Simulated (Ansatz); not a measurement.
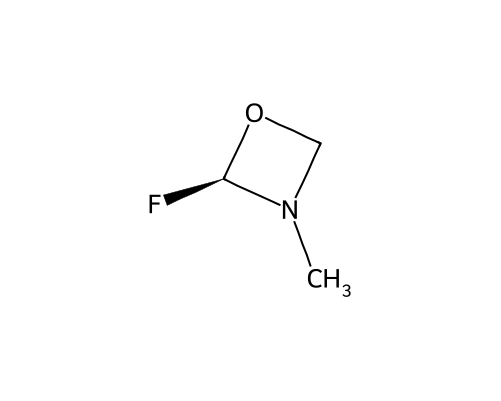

2D structure.

> Write the SMILES.

CN1CO[C@@H]1F

> Give the formula, hydrogens included.

C3H6FNO.

> An optimisation with PBE0-D4/def2-TZVP gave a structure of which point group?

C1.

More results for the same structure follow; atom numbers are the same in all pictures, views and colours differ. Computed geometry: PBE0-D4/def2-TZVP optimisation. No frequency run is at hand to confirm it as a minimum.

### Electronic properties

No frequency run is at hand to confirm it as a minimum. Properties computed with RKS PBE0-D4/def2-TZVPP (Ansatz 0.2.0).

Computed properties:

- HOMO energy (Kohn–Sham orbital): −7.19 eV
- LUMO energy (Kohn–Sham orbital): 1.17 eV
- HOMO–LUMO gap: 8.37 eV
- dispersion correction: −18.0 kJ/mol

### Dipole moment

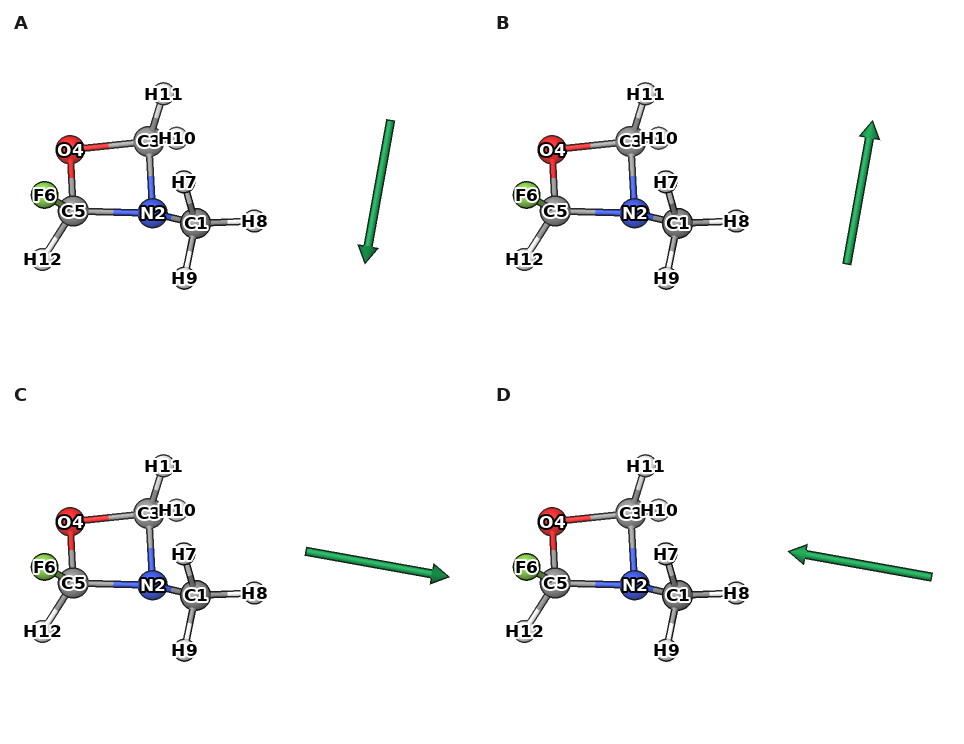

The same molecule four times, each with an arrow. No frequency run is at hand to confirm it as a minimum. Properties computed with RKS ωB97M-V/def2-TZVPP (Ansatz 0.2.0).

> Which arrow points along the dipole moment, from the negative to the positive end?

C. The dipole moment is 2.13 D; it points from the side of F6, H12 to the side of H8 (the outermost atoms at the two ends).

### Charges

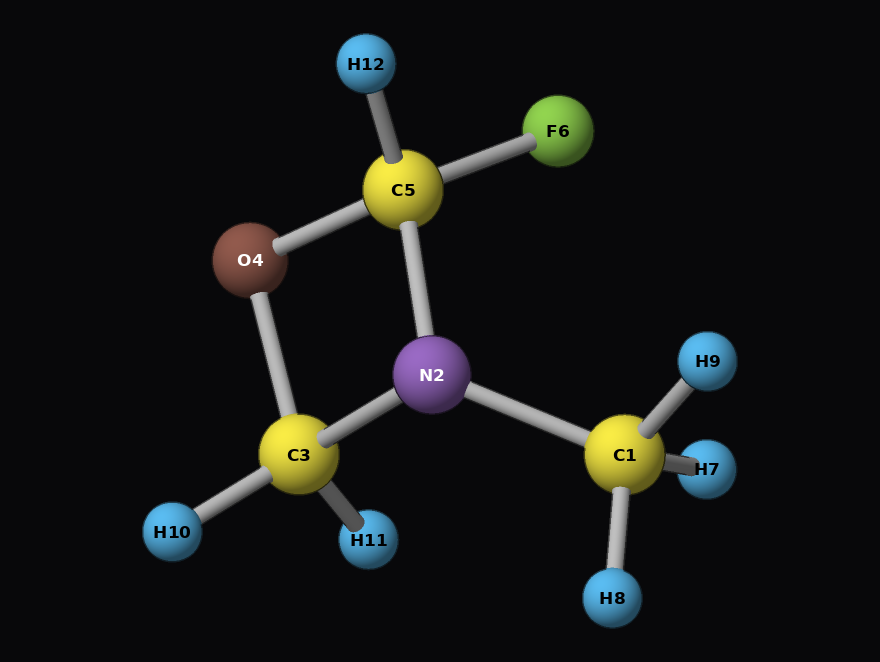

The questions are on Mulliken charges. No frequency run is at hand to confirm it as a minimum. Method: RKS B3LYP-D4/def2-TZVPP (Ansatz 0.2.0).

Give the Mulliken charges atom by atom.

```json
{"atom": "C1", "value (e)": "−0.19"}
{"atom": "N2", "value (e)": "−0.24"}
{"atom": "C3", "value (e)": "0.12"}
{"atom": "O4", "value (e)": "−0.33"}
{"atom": "C5", "value (e)": "0.32"}
{"atom": "F6", "value (e)": "−0.23"}
{"atom": "H7", "value (e)": "0.10"}
{"atom": "H8", "value (e)": "0.10"}
{"atom": "H9", "value (e)": "0.10"}
{"atom": "H10", "value (e)": "0.09"}
{"atom": "H11", "value (e)": "0.08"}
{"atom": "H12", "value (e)": "0.09"}
```

Mulliken values depend strongly on the basis set and can even reverse the polarity of a bond.
